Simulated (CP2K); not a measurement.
# C2H2FGa (SMILES C#[C][GaH][F]): a first try and a second

Wanted: the energy of C2H2FGa, PM6.

Program for the calculation: CP2K 2026.2.

2 further runs of the same task are left out: 1 that didn't finish, 1 set aside as unsound or not needed.

### 1 The structure to begin with

The species is C2H2FGa (6 atoms), meant as a singlet with charge 0. SMILES: `C#[C][GaH][F]`. Geometry: a GFN2-xTB relaxation, a rough one for these elements and not checked as a minimum.

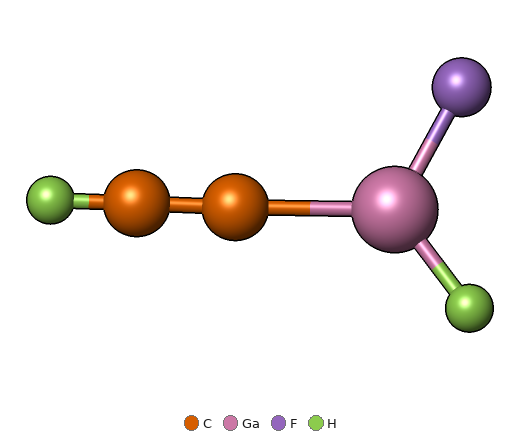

Viewed from a chosen angle; carbon orange, gallium pink, fluorine purple, hydrogen green.

### 2 Try one

The input, molecule.pdb:

```
HETATM    1 C    MOL A   1      -0.399   0.909  -1.611  1.00  0.00           C
HETATM    2 C    MOL A   1      -0.130   0.376  -0.562  1.00  0.00           C
HETATM    3 Ga   MOL A   1       0.300  -0.529   1.113  1.00  0.00          GA
HETATM    4 F    MOL A   1      -0.061  -2.223   1.216  1.00  0.00           F
HETATM    5 H    MOL A   1      -0.636   1.379  -2.525  1.00  0.00           H
HETATM    6 H    MOL A   1       0.928   0.088   2.370  1.00  0.00           H
END
```

The input, run.inp:

```
&GLOBAL
    PROJECT_NAME run
    RUN_TYPE ENERGY
    PRINT_LEVEL MEDIUM
&END GLOBAL
&FORCE_EVAL
    METHOD QUICKSTEP
    &DFT
        ! Quickstep
        &QS
            METHOD PM6
            EPS_DEFAULT 1.0E-10
            &SE
                &COULOMB
                    CUTOFF [angstrom] 50
                    RC_RANGE [angstrom] 0
                &END COULOMB
                &EXCHANGE
                    CUTOFF [angstrom] 50
                    RC_RANGE [angstrom] 0
                &END EXCHANGE
            &END SE
        &END QS
        ! isolated system
        &POISSON
            PERIODIC NONE
            POISSON_SOLVER ANALYTIC
        &END POISSON
        ! SCF settings
        &SCF
            SCF_GUESS ATOMIC
            EPS_SCF 1.0E-06
            MAX_SCF 100
            ADDED_MOS 8
            &DIAGONALIZATION
                ALGORITHM STANDARD
            &END DIAGONALIZATION
            &MIXING
                METHOD DIRECT_P_MIXING
                ALPHA 0.4
            &END MIXING
        ! extra output
        &PRINT
            &MOMENTS
                PERIODIC F
                REFERENCE COM
                MAX_MOMENT 1
            &END MOMENTS
            &MO ON
                ENERGIES T
                OCCUPATION_NUMBERS T
                NDIGITS 6
                &EACH
                    QS_SCF 0
                &END EACH
                ADD_LAST NUMERIC
            &END MO
            &HIRSHFELD OFF
            &END HIRSHFELD
        &END PRINT
    &END DFT
    ! structure
    &SUBSYS
        &CELL
            ABC 13.6 15.6 16.9
            PERIODIC NONE
        &END CELL
        &TOPOLOGY
            COORD_FILE_NAME molecule.pdb
            COORD_FILE_FORMAT PDB
            CONN_FILE_FORMAT OFF
            &CENTER_COORDINATES
            &END CENTER_COORDINATES
        &END TOPOLOGY
    &END SUBSYS
&END FORCE_EVAL
```

Launch:

```sh
OMP_NUM_THREADS=1 cp2k.psmp -i run.inp -o run.out
```

The log of the run:

```text
Possible matches for unknown subsection

 MOMENTS

   subsection MOMENTS in section %__ROOT__%FORCE_EVAL%DFT%ENERGY_CORRECTION%PRINT score:  110
   subsection MOMENTS in section %__ROOT__%FORCE_EVAL%DFT%REAL_TIME_PROPAGATION%PRINT score:  110
   subsection MOMENTS in section %__ROOT__%FORCE_EVAL%DFT%PRINT score:  110
   subsection MOMENTS_FT in section %__ROOT__%FORCE_EVAL%DFT%REAL_TIME_PROPAGATION%PRINT score:  107
   enum SILENT in section %__ROOT__%GLOBAL%PRINT for keyword _SECTION_PARAMETERS_ score:  106

 *******************************************************************************
 *   ___                                                                       *
 *  /   \                                                                      *
 * [ABORT]                                                                     *
 *  \___/               unknown subsection MOMENTS of section PRINT            *
 *    |                                                                        *
 *  O/|                                                                        *
 * /| |                                                                        *
 * / \                                               input/input_parsing.F:192 *
 *******************************************************************************

 ===== Routine Calling Stack =====

            6 section_vals_parse
            5 section_vals_parse
            4 section_vals_parse
            3 section_vals_parse
            2 section_vals_parse
            1 read_input

Program received signal SIGABRT: Process abort signal.

Backtrace for this error:
#0  0x505f60c5f957 in ???
#1  0x505f81514cac in __pthread_kill_implementation
#2  0x505f814bbfb7 in raise
#3  0x505f814a5d37 in abort
#4  0x505f61332d83 in ???
#5  0x505f61334297 in ???
#6  0x505f614a3e77 in ???
#7  0x505f614a38f7 in ???
#8  0x505f614a38f7 in ???
#9  0x505f614a38f7 in ???
#10  0x505f614a38f7 in ???
#11  0x505f60d79807 in ???
#12  0x505f615e4e8b in ???
#13  0x505f615e9d0b in ???
#14  0x505f60d00db3 in ???
#15  0x505f60cfef13 in ???
#16  0x505f814a6573 in __libc_start_call_main
#17  0x505f814a6657 in __libc_start_main_impl
#18  0x505f60cff06f in ???
#19  0xffffffffffffffff in ???
```

Run time: 0.24 s. Hardware: 1 thread of Arm Neoverse V2, shared host.

### 3 Diagnosis

The input was rejected.

The log says `\___/               unknown subsection MOMENTS of section PRINT`. Cause: a section of the input isn't closed.

### 4 Try two

molecule.pdb is that of step 2.

The input, molecule.inp:

```
&FORCE_EVAL
  METHOD QS
  &DFT
    ! Quickstep
    &QS
      METHOD PM6
      EPS_DEFAULT 1.0E-10
      &SE
        &COULOMB
          CUTOFF [angstrom] 50
          RC_RANGE [angstrom] 0
        &END COULOMB
        &EXCHANGE
          CUTOFF [angstrom] 50
          RC_RANGE [angstrom] 0
        &END EXCHANGE
      &END SE
    &END QS
    &POISSON
      PERIODIC NONE
      POISSON_SOLVER ANALYTIC
    &END POISSON
    &SCF
      SCF_GUESS ATOMIC
      EPS_SCF 1.0E-06
      MAX_SCF 100
      ADDED_MOS 8
      &DIAGONALIZATION
        ALGORITHM STANDARD
      &END DIAGONALIZATION
      &MIXING
        METHOD DIRECT_P_MIXING
        ALPHA 0.4
      &END MIXING
    &END SCF
    &PRINT
      &MOMENTS
        PERIODIC F
        REFERENCE COM
        MAX_MOMENT 1
      &END MOMENTS
      &MO ON
        ENERGIES T
        OCCUPATION_NUMBERS T
        NDIGITS 6
        &EACH
          QS_SCF 0
        &END EACH
        ADD_LAST NUMERIC
      &END MO
      &HIRSHFELD OFF
      &END HIRSHFELD
    &END PRINT
  &END DFT
  &SUBSYS
    &CELL
      ABC 13.6 15.6 16.9
      PERIODIC NONE
    &END CELL
    &TOPOLOGY
      COORD_FILE_NAME molecule.pdb
      COORD_FILE_FORMAT PDB
      CONN_FILE_FORMAT OFF
      &CENTER_COORDINATES
      &END CENTER_COORDINATES
    &END TOPOLOGY
  &END SUBSYS
&END FORCE_EVAL

&GLOBAL
  PROJECT molecule
  RUN_TYPE ENERGY
  PRINT_LEVEL MEDIUM
&END GLOBAL
```

Launch:

```sh
OMP_NUM_THREADS=1 cp2k.psmp molecule.inp > molecule.out
```

The log of the run:

```text
CP2K| version string:                                       CP2K version 2026.2
[...]
 GLOBAL| Method name                                                        CP2K
[...]
 GLOBAL| Run type                                                         ENERGY
[...]
                             - Atoms:                                          6
[...]
                             - Spherical basis functions:                     18
[...]
 Number of electrons:                                                         20
[...]
     1 P_Mix/Diag. 0.40E+00    0.0     0.89984695       -25.1719540766 -2.52E+01
[...]
    18 DIIS/Diag.  0.17E-06    0.0     0.00000028       -29.4732789951 -4.49E-12
  *** SCF run converged in    18 steps ***
  Core-core repulsion energy [eV]:                            829.56731128277511
  Core Hamiltonian energy [eV]:                             -1318.78725722059721
  Two-electron integral energy [eV]:                         -625.57752461879750
  Electronic energy [eV]:                                   -1631.57601952999607
  Total energy [eV]:                                         -802.00870824722085
  Atomic reference energy [eV]:                               801.23613318956211
  Heat of formation [kcal/mol]:                               -17.81600548242995
[...]
 SE_DIPOLE| Moment [Debye]         -0.66352996      -2.48182006      -0.18344844
 SE_DIPOLE| Derivative [a.u.]       0.00000000       0.00000000       0.00000000
 ENERGY| Total FORCE_EVAL ( QS ) energy [hartree]            -29.473278995106501
[...]
```

It took 0.24 s on 1 thread of Arm Neoverse V2, shared host.

### 5 Summary of results

Level: PM6.

```
         quantity           value
     total energy    -29.47328 Eh
    dipole moment          2.58 D
      HOMO energy       -11.54 eV
      LUMO energy        -0.84 eV
    HOMO–LUMO gap        10.70 eV
heat of formation  -17.8 kcal/mol
```
